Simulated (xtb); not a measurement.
# Energy and gradient calculation of C4H12Ge

- system: C4H12Ge
- method: GFN2-xTB (xtb 6.7.1)

A bond length was changed on purpose from its optimised value.

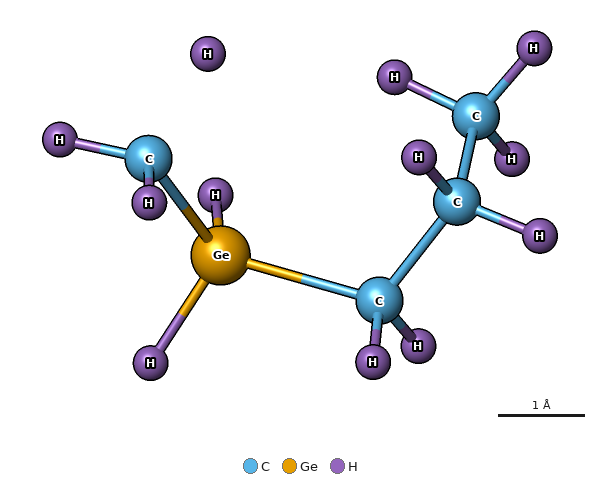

Figure 1. The structure (ball-and-stick view, seen at a tilt). Sticks mark near contacts.

## Input (struc.xyz)
```
17
start
C      0.47862700     0.71800700    -1.61144000
C      1.23158700     0.56147700    -0.29895000
C      1.20987700    -0.87702300     0.20447000
Ge    -0.59349300    -1.58290300     0.64230000
C     -1.59078300    -0.37226300     1.83406000
H      0.54294700     1.74173700    -1.97430000
H      0.89467700     0.05611700    -2.36829000
H     -0.57208300     0.46425700    -1.47540000
H      0.78674700     1.21747700     0.45376000
H      2.26906700     0.88006700    -0.43765000
H      1.67799700    -1.52847300    -0.53549000
H      1.81588700    -0.94815300     1.11120000
H     -0.42855300    -2.92376300     1.31320000
H     -1.40990300    -1.87012300    -0.59222000
H     -1.83579000     0.86849000     1.20370000
H     -2.54788300    -0.80197300     2.11569000
H     -1.02433300    -0.18394300     2.74273000
```

## File xcontrol
```
$chrg 0
$spin 0
$end
```

Machine: 1 thread of Arm Neoverse N1, 98 GiB of memory available, shared host.

Launch command:
```bash
xtb --gfn2 --grad --input xcontrol -P 1 -- struc.xyz | tee run.log
```

## Log
```
* xtb version 6.7.1
   ID    Z sym.   atoms
    1    6 C      1-3, 5
    2   32 Ge     4
    3    1 H      6-17

           -------------------------------------------------
          |                Calculation Setup                |
           -------------------------------------------------

          program call               : xtb --gfn2 --grad --input xcontrol -P 1 -- struc.xyz
          coordinate file            : struc.xyz
          omp threads                :                     1

           -------------------------------------------------
          |                 G F N 2 - x T B                 |
           -------------------------------------------------

      * Hamiltonian:
        H0-scaling (s, p, d)           1.850000    2.230000    2.230000
        zeta-weighting                 0.500000
      * Dispersion:
        s8                             2.700000
        a1                             0.520000
        a2                             5.000000
        s9                             5.000000
      * Repulsion:
        kExp                           1.500000    1.000000
        rExp                           1.000000
      * Coulomb:
        alpha                          2.000000
        third order                    shell-resolved
        anisotropic                    true
        a3                             3.000000
        a5                             4.000000
        cn-shift                       1.200000
        cn-exp                         4.000000
        max-rad                        5.000000

          ...................................................
          :                      SETUP                      :
          :.................................................:
          :  # basis functions                  38          :
          :  # atomic orbitals                  37          :
          :  # shells                           23          :
          :  # electrons                        32          :
          :  max. iterations                   250          :
          :  Hamiltonian                  GFN2-xTB          :
          :  restarted?                      false          :
          :  GBSA solvation                  false          :
          :  PC potential                    false          :
          :  electronic temp.          300.0000000     K    :
          :  accuracy                    1.0000000          :
          :  -> integral cutoff          0.2500000E+02      :
          :  -> integral neglect         0.1000000E-07      :
          :  -> SCF convergence          0.1000000E-05 Eh   :
          :  -> wf. convergence          0.1000000E-03 e    :
          :  Broyden damping             0.4000000          :
          :  net charge                          0          :
          :  unpaired electrons                  0          :
          ...................................................

 iter      E             dE          RMSdq      gap      omega  full diag
   1    -16.6131237 -0.166131E+02  0.372E+00    7.44       0.0  T
   2    -16.6181512 -0.502751E-02  0.538E+00    7.14       1.0  T
   3    -16.7533751 -0.135224E+00  0.286E+00    7.39       1.0  T
   4    -16.7454480  0.792704E-02  0.171E+00    7.32       1.0  T
   5    -16.7645591 -0.191110E-01  0.270E-01    7.33       1.0  T
   6    -16.7647634 -0.204363E-03  0.114E-01    7.36       1.0  T
   7    -16.7647712 -0.778681E-05  0.157E-02    7.35       1.5  T
   8    -16.7647725 -0.124702E-05  0.607E-03    7.35       4.0  T
   9    -16.7647725  0.546681E-08  0.352E-03    7.35       6.9  T
  10    -16.7647725 -0.451277E-07  0.128E-03    7.35      18.9  T
  11    -16.7647725 -0.282958E-08  0.111E-04    7.35     218.4  T
  12    -16.7647725 -0.104272E-10  0.599E-05    7.35     404.7  T

   *** convergence criteria satisfied after 12 iterations ***

         #    Occupation            Energy/Eh            Energy/eV
      -------------------------------------------------------------
         1        2.0000           -0.6245142             -16.9939
       ...           ...                  ...                  ...
        10        2.0000           -0.4563114             -12.4169
        11        2.0000           -0.4491740             -12.2226
        12        2.0000           -0.4397086             -11.9651
        13        2.0000           -0.4332605             -11.7896
        14        2.0000           -0.4203884             -11.4394
        15        2.0000           -0.4160374             -11.3210
        16        2.0000           -0.3980979             -10.8328 (HOMO)
        17                         -0.1279689              -3.4822 (LUMO)
        18                         -0.0869460              -2.3659
        19                         -0.0724938              -1.9727
        20                         -0.0549493              -1.4952
        21                         -0.0136969              -0.3727
       ...                                ...                  ...
        37                          1.3044611              35.4962
      -------------------------------------------------------------
                  HL-Gap            0.2701290 Eh            7.3506 eV
             Fermi-level           -0.2630334 Eh           -7.1575 eV

 SCC (total)                   0 d,  0 h,  0 min,  0.016 sec
 SCC setup                      ...        0 min,  0.000 sec (  0.701%)
 Dispersion                     ...        0 min,  0.000 sec (  0.524%)
 classical contributions        ...        0 min,  0.000 sec (  0.124%)
 integral evaluation            ...        0 min,  0.001 sec (  8.477%)
 iterations                     ...        0 min,  0.011 sec ( 67.094%)
 molecular gradient             ...        0 min,  0.004 sec ( 22.395%)
 printout                       ...        0 min,  0.000 sec (  0.593%)

         :::::::::::::::::::::::::::::::::::::::::::::::::::::
         ::                     SUMMARY                     ::
         :::::::::::::::::::::::::::::::::::::::::::::::::::::
         :: total energy             -16.558819935062 Eh    ::
         :: gradient norm              0.097068134648 Eh/a0 ::
         :: HOMO-LUMO gap              7.350584297341 eV    ::
         ::.................................................::
         :: SCC energy               -16.764727618741 Eh    ::
         :: -> isotropic ES            0.000988606543 Eh    ::
         :: -> anisotropic ES          0.005577571249 Eh    ::
         :: -> anisotropic XC          0.010945435161 Eh    ::
         :: -> dispersion             -0.010394378280 Eh    ::
         :: repulsion energy           0.205907683679 Eh    ::
         :: add. restraining           0.000000000000 Eh    ::
         :: total charge               0.000000000000 e     ::
         :::::::::::::::::::::::::::::::::::::::::::::::::::::

           -------------------------------------------------
          |                Property Printout                |
           -------------------------------------------------

    * Orbital Energies and Occupations

         #    Occupation            Energy/Eh            Energy/eV
      -------------------------------------------------------------
         1        2.0000           -0.6245142             -16.9939
       ...           ...                  ...                  ...
         4        2.0000           -0.5631517             -15.3241
         5        2.0000           -0.5463437             -14.8668
         6        2.0000           -0.5037429             -13.7075
         7        2.0000           -0.4989159             -13.5762
         8        2.0000           -0.4734606             -12.8835
         9        2.0000           -0.4728809             -12.8677
        10        2.0000           -0.4563114             -12.4169
        11        2.0000           -0.4491740             -12.2226
        12        2.0000           -0.4397086             -11.9651
        13        2.0000           -0.4332605             -11.7896
        14        2.0000           -0.4203884             -11.4394
        15        2.0000           -0.4160374             -11.3210
        16        2.0000           -0.3980979             -10.8328 (HOMO)
        17                         -0.1279689              -3.4822 (LUMO)
        18                         -0.0869460              -2.3659
        19                         -0.0724938              -1.9727
        20                         -0.0549493              -1.4952
        21                         -0.0136969              -0.3727
        22                          0.0716190               1.9489
        23                          0.0774281               2.1069
        24                          0.1269048               3.4533
        25                          0.1464472               3.9850
        26                          0.1560588               4.2466
        27                          0.1839490               5.0055
       ...                                ...                  ...
        37                          1.3044611              35.4962
      -------------------------------------------------------------
                  HL-Gap            0.2701290 Eh            7.3506 eV
             Fermi-level           -0.2630334 Eh           -7.1575 eV

     #   Z          covCN         q      C6AA      α(0)
     1   6          3.752    -0.101    22.497     6.764
     2   6          3.810    -0.048    21.418     6.588
     3   6          3.710    -0.095    22.465     6.774
     4  32          3.655     0.114   169.769    23.405
     5   6          3.239    -0.112    29.820     8.855
     6   1          0.925     0.032     2.557     2.501
     7   1          0.925     0.034     2.532     2.488
     8   1          0.925     0.043     2.410     2.428
     9   1          0.924     0.029     2.605     2.524
    10   1          0.924     0.023     2.693     2.567
    11   1          0.924     0.030     2.585     2.514
    12   1          0.924     0.026     2.637     2.540
    13   1          0.936    -0.036     3.772     3.037
    14   1          0.936    -0.035     3.744     3.025
    15   1          0.502     0.001     4.612     3.666
    16   1          0.925     0.047     2.360     2.402
    17   1          0.925     0.049     2.336     2.390

 Mol. C6AA /au·bohr⁶  :       2779.897455
 Mol. C8AA /au·bohr⁸  :      89753.986427
 Mol. α(0) /au        :         84.466239

Wiberg/Mayer (AO) data.
largest (>0.10) Wiberg bond orders for each atom

 ---------------------------------------------------------------------------
     #   Z sym  total        # sym  WBO       # sym  WBO       # sym  WBO
 ---------------------------------------------------------------------------
     1   6      3.997 --     2      1.024     7      0.987     6      0.987
                             8      0.976
     2   6      3.998 --     1      1.024     3      1.017     9      0.977
                            10      0.976
     3   6      3.990 --     2      1.017    11      0.967    12      0.966
                             4      0.875
     4  32      3.687 --     5      0.943     3      0.875    13      0.852
                            14      0.852
     5   6      3.974 --    16      0.973    17      0.971     4      0.943
                            15      0.937
     6   1      0.999 --     1      0.987
     7   1      0.999 --     1      0.987
     8   1      0.998 --     1      0.976
     9   1      0.999 --     2      0.977
    10   1      0.999 --     2      0.976
    11   1      0.999 --     3      0.967
    12   1      0.999 --     3      0.966
    13   1      0.999 --     4      0.852
    14   1      0.999 --     4      0.852
    15   1      1.000 --     5      0.937
    16   1      0.998 --     5      0.973
    17   1      0.998 --     5      0.971
 ---------------------------------------------------------------------------

Topologies differ in total number of bonds
Writing topology from bond orders to xtbtopo.mol

molecular dipole:
                 x           y           z       tot (Debye)
 q only:       -0.044       0.064       0.082
   full:        0.160       0.300       0.179       0.978
molecular quadrupole (traceless):
                xx          xy          yy          xz          yz          zz
 q only:       -0.046       0.049      -0.977      -0.548      -0.209       1.024
  q+dip:        0.198      -1.526      -2.087      -0.745      -0.029       1.889
   full:        0.759      -0.979      -2.664      -1.093      -0.134       1.904

           -------------------------------------------------
          | TOTAL ENERGY              -16.558819935062 Eh   |
          | GRADIENT NORM               0.097068134648 Eh/α |
          | HOMO-LUMO GAP               7.350584297341 eV   |
           -------------------------------------------------

------------------------------------------------------------------------
------------------------------------------------------------------------
 total:
 *  cpu-time:     0 d,  0 h,  0 min,  0.023 sec
 * ratio c/w:     0.637 speedup
 SCF:
 *  cpu-time:     0 d,  0 h,  0 min,  0.012 sec
 * ratio c/w:     0.740 speedup
```

## Standard error
```
normal termination of xtb
```

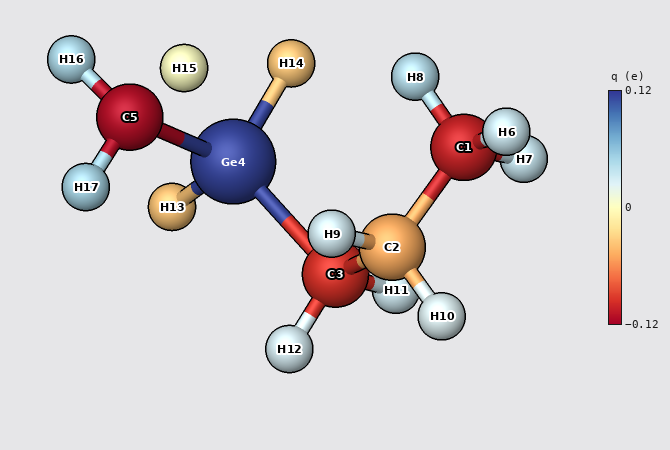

Figure 2. Mulliken charges, as the colour of each atom (ball-and-stick view, seen at a tilt; atoms are numbered from 1 in the order of the input). By element: C −0.11 to −0.05, Ge +0.11 and H −0.04 to +0.05 e.

## Results in brief

| quantity | value |
| --- | --- |
| outcome | converged |
| electrons treated | 32 |
| total energy | −16.558820 hartree |
| dispersion energy | −0.010394 hartree |
| basis functions | 38 |
| largest force | 3.941 eV/Å |
| HOMO | −10.83 eV |
| LUMO | −3.48 eV |
| dipole moment | 0.98 D |
| peak memory | 0.073 GiB |
